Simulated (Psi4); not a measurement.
# HBr (hydrogen bromide): CCSD(T)/def2-SVP (sweep point 4)

What is the vertical ionisation energy of HBr (hydrogen bromide) at CCSD(T)/def2-SVP (sweep point 4)? 

The results are computed with Psi4 1.11.

**1. The structure to begin with**

HBr: 2 atoms, total charge 0, spin state singlet. SMILES: `Br`. The coordinates come from a PBE0-D4/def2-TZVP relaxation.

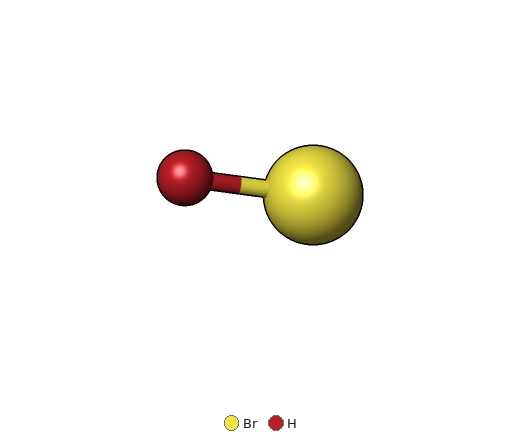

The structure, seen from a chosen angle (bromine yellow, hydrogen red).

**2. The energy at CCSD(T)/def2-SVP (sweep point 4)**

Input file job.in:

```
memory 1600 mb

molecule mol {
  0 1
  Br    -0.603220     0.217960    -0.305050
  H      0.603220    -0.217960     0.305050
  symmetry c1
}

set globals {
  puream true
  scf_type pk
  num_frozen_docc 9
}

result, w = energy("ccsd(t)/def2-SVP", return_wfn=True)
```

The run is started by

```console
$ psi4 job.in job.out -n 1
```

job.out:

```text
[...]
  Running in c1 symmetry.
[...]
  Nuclear repulsion =   13.038750007487819
[...]
  Multiplicity = 1
[...]
  Nalpha       = 18
  Nbeta        = 18
[...]
    Number of basis functions: 37
[...]
   @RHF iter   1: -2572.48195667343680   -1.60678e+00   2.85670e-02 DIIS/ADIIS
[...]
   @RHF iter   9: -2572.68492828543913   -9.54969e-12   8.87991e-09 DIIS
[...]
    Orbital Energies [Eh]
    ---------------------
    Doubly Occupied:
       1A   -489.982243     2A    -65.150213     3A    -58.522237
       4A    -58.520809     5A    -58.520809     6A     -9.841245
       7A     -7.457804     8A     -7.449045     9A     -7.449045
      10A     -3.200757    11A     -3.196317    12A     -3.196317
      13A     -3.186818    14A     -3.186818    15A     -1.026345
      16A     -0.577329    17A     -0.428777    18A     -0.428777
[...]
  @RHF Final Energy: -2572.68492828543913
   => Energetics <=
    Nuclear Repulsion Energy =             13.0387500074878186
    One-Electron Energy =               -3608.8039435080045223
    Two-Electron Energy =                1023.0802652150772474
    Total Energy =                      -2572.6849282854391276
[...]
 Multipole Moments:
 ------------------------------------------------------------------------------------
     Multipole            Electronic (a.u.)      Nuclear  (a.u.)        Total (a.u.)
 ------------------------------------------------------------------------------------
 L = 1.  Multiply by 2.5417464519 to convert [e a0] to [Debye]
 Dipole X            :          0.0000000            0.0000000            0.0000000
 Dipole Y            :         -0.0000000           -0.0000000           -0.0000000
 Dipole Z            :         -1.0221273            1.4657917            0.4436644
 Magnitude           :                                                    0.4436644
[...]
      * MP2 total energy                      = -2572.926148685336102
[...]
      * CCSD total energy                     = -2572.933225728259004
[...]
      * CCSD(T) total energy                  = -2572.937634978109600
[...]
```

It took 4.8 s on 1 thread of Intel Xeon at 2.70GHz, shared host; peak memory 0.2 GiB.

**3. The doublet cation**

Input file input.inp:

```
memory 1600 mb

molecule m {
  1 2
  Br    -0.603220     0.217960    -0.305050
  H      0.603220    -0.217960     0.305050
  symmetry c1
}

set reference uhf
set puream true
set scf_type pk
set num_frozen_docc 9
set maxiter 100

e, wfn = energy("ccsd(t)/def2-SVP", return_wfn=True)
```

The run is started by

```console
$ psi4 -i input.inp -o input.out -n 1
```

input.out:

```text
[...]
  Running in c1 symmetry.
[...]
  Nuclear repulsion =   13.038750007487819
[...]
  Multiplicity = 2
[...]
  Nalpha       = 18
  Nbeta        = 17
[...]
    Number of basis functions: 37
[...]
   @UHF iter   1: -2572.16395567758173   -1.28878e+00   2.55263e-02 ADIIS/DIIS
[...]
   @UHF iter  12: -2572.29118778689417   -4.54747e-13   3.47517e-09 DIIS
[...]
   @S^2 Observed:                7.578719981E-01
[...]
    Orbital Energies [Eh]
    ---------------------
    Alpha Occupied:
       1A   -490.389257     2A    -65.554871     3A    -58.931780
       4A    -58.925067     5A    -58.923610     6A    -10.248949
       7A     -7.874697     8A     -7.856689     9A     -7.847995
      10A     -3.609726    11A     -3.607640    12A     -3.598200
      13A     -3.589255    14A     -3.588354    15A     -1.431698
      16A     -0.926134    17A     -0.856722    18A     -0.788139
    Alpha Virtual:
      19A     -0.151146    20A      0.137181    21A      0.238960
      22A      0.301392    23A      0.343350    24A      0.343745
      25A      0.345953    26A      0.450062    27A      0.494201
[...]
  @UHF Final Energy: -2572.29118778689417
   => Energetics <=
    Nuclear Repulsion Energy =             13.0387500074878186
    One-Electron Energy =               -3594.6653002234738778
    Two-Electron Energy =                1009.3353624290919015
    Total Energy =                      -2572.2911877868937154
  UHF NO Occupations:
  HONO-2 :   16  A 1.9996022
  HONO-1 :   17  A 1.9965260
[...]
 Multipole Moments:
 ------------------------------------------------------------------------------------
     Multipole            Electronic (a.u.)      Nuclear  (a.u.)        Total (a.u.)
 ------------------------------------------------------------------------------------
 L = 1.  Multiply by 2.5417464519 to convert [e a0] to [Debye]
 Dipole X            :         -0.0000000            0.0000000           -0.0000000
 Dipole Y            :         -0.0000000           -0.0000000           -0.0000000
 Dipole Z            :         -0.7857346            1.4657917            0.6800571
 Magnitude           :                                                    0.6800571
[...]
      * MP2 total energy                      = -2572.504740081410546
[...]
      * CCSD total energy                     = -2572.515713699860044
[...]
      * CCSD(T) total energy                     = -2572.519659022195356
[...]
```

Run time: 5.7 s. Hardware: 1 thread of Intel Xeon at 2.70GHz, shared host; peak memory 0.2 GiB.

**4. What came out**

Level: CCSD(T)/def2-SVP (sweep point 4), 9 core orbitals frozen.

| quantity | value |
| --- | --- |
| singlet HBr: total energy | -2572.93763 Eh |
| singlet HBr: HOMO energy (Hartree–Fock orbitals) | -11.67 eV |
| singlet HBr: LUMO energy (Hartree–Fock orbitals) | 3.64 eV |
| singlet HBr: HOMO–LUMO gap (Hartree–Fock orbitals) | 15.31 eV |
| singlet HBr: correlation energy (9 core orbitals frozen) | -252.7 mEh |
| singlet HBr: (T) correction | -4.41 mEh |
| singlet HBr: T1 diagnostic | 0.004 |
| doublet cation: total energy | -2572.51966 Eh |
| doublet cation: HOMO energy (Hartree–Fock orbitals) (highest over α and β) | -20.77 eV |
| doublet cation: LUMO energy (Hartree–Fock orbitals) (lowest over α and β) | -9.83 eV |
| doublet cation: correlation energy (9 core orbitals frozen) | -228.5 mEh |
| doublet cation: (T) correction | -3.95 mEh |
| doublet cation: ⟨S²⟩ of the reference determinant | 0.758 |
| doublet cation: T1 diagnostic | 0.007 |
| vertical ionisation energy (to the doublet cation) | 11.374 eV |

Removing an electron at fixed nuclei costs 11.37 eV (1097 kJ/mol). The triples (singlet HBr) make up 1.7 % of the correlation energy. The triples (doublet cation) make up 1.7 % of the correlation energy.
